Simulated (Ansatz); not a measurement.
# NS (Mononitrogen monosulfide): UCCSDT(Q)/STO-3G

Aim: the electronic atomisation energy of NS (Mononitrogen monosulfide) at UCCSDT(Q)/STO-3G, from 3 runs. 

The calculation is run with Ansatz 0.2.0.

### 1 Starting point

NS has 2 atoms, charge 0, and is taken as a doublet. SMILES: `[N]=S`. Geometry: relaxed at PBE0-D4/def2-TZVP.

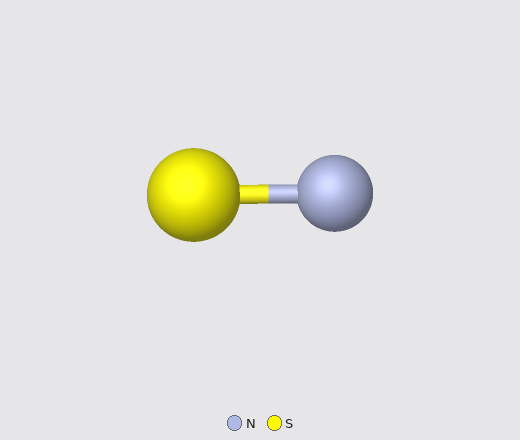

The structure, seen from a chosen angle (nitrogen light blue, sulfur yellow).

### 2 The energy at UCCSDT(Q)/STO-3G

in.yaml reads:

```yaml
crystal:
  periodic: [false, false, false]
  atoms:
    - symbol: "N"
      position_ang: [-0.000000, -0.000000, -0.011220]
    - symbol: S
      position_ang: [0.000000, 0.000000, 1.474400]
basis:
  gaussian: {orbitals: STO-3G}
magnetization: {spin_polarized: true, initial_magnetization: 1}
correlation: {method: ccsdt_q, frozen_orbitals: {"N": 1, S: 5}}
accuracy: high
scf: {omitted_lower_state_checks: [cluster_reference, increment]}
```

Launch:

```bash
ansatz run in.yaml --threads 1 --pin off --max-ram 3480MiB --events-out events.jsonl --progress --plain --runs-dir runs
```

Standard output:

```text
Warning: RAYON_NUM_THREADS=1 ignored (pool sized by the plan → 1); use --threads N
[... 13 lines left out ...]
6 core orbitals not correlated: weight in the atoms' cores, before any rotation towards them, 1.000 or more for the frozen orbitals, at most 0.000 for the correlated occupied ones
[... 33 lines left out ...]
Total energy: -12162.11459714 eV, -446.9494676674 hartree
Checks for a lower state left out: cluster_reference, increment
```

It took 1.4 s on 1 thread of Arm Neoverse V2, shared host.

### 3 The N atom at the same level

run.yaml reads:

```yaml
crystal:
  periodic: [false, false, false]
  atoms:
    - {symbol: "N", position_ang: [0.000000, 0.000000, 0.000000]}
basis:
  gaussian:
    orbitals: STO-3G
magnetization:
  spin_polarized: true
  initial_magnetization: 3
correlation:
  method: ccsdt_q
  frozen_orbitals: {"N": 1}
accuracy: high
scf:
  omitted_lower_state_checks: [cluster_reference, increment]
```

Run the same way, it converges to -53.71901 Eh (log not shown).

### 4 The S atom at the same level

job.yaml reads:

```yaml
crystal:
  periodic: [false, false, false]
  atoms:
    - symbol: S
      position_ang: [0.000000, 0.000000, 0.000000]
basis:
  gaussian: {orbitals: STO-3G}
magnetization: {spin_polarized: true, initial_magnetization: 2}
correlation: {method: ccsdt_q, frozen_orbitals: {S: 5}}
accuracy: high
scf: {omitted_lower_state_checks: [cluster_reference, increment]}
```

Run the same way, it converges to -393.13022 Eh (log not shown).

### 5 What came out

Level: UCCSDT(Q)/STO-3G, 6 core orbitals frozen.

| quantity | value |
| --- | --- |
| molecule: total energy | -446.94947 Eh |
| molecule: correlation energy (6 core orbitals frozen) | -100.4 mEh |
| molecule: ⟨S²⟩ of the reference determinant | 1.252 |
| molecule: T1 diagnostic | 0.091 |
| N atom: total energy | -53.71901 Eh |
| N atom: correlation energy (1 core orbital frozen) | 0.0 mEh |
| N atom: ⟨S²⟩ of the reference determinant | 3.750 |
| N atom: T1 diagnostic | 0.000 |
| S atom: total energy | -393.13022 Eh |
| S atom: correlation energy (5 core orbitals frozen) | 0.0 mEh |
| S atom: ⟨S²⟩ of the reference determinant | 2.000 |
| S atom: T1 diagnostic | 0.000 |
| electronic atomisation energy | 2.728 eV |

What this shows: Taking the molecule apart into free atoms costs 2.73 eV (63 kcal/mol), before zero-point energy and without spin-orbit coupling. In a minimal basis such a difference can be off by several eV, whatever the method. ⟨S²⟩ (molecule) is 1.25 where a pure doublet has 0.75: the reference is spin-contaminated. The T1 diagnostic (molecule) of 0.091 is above the customary mark for such species, so a single reference may not serve.
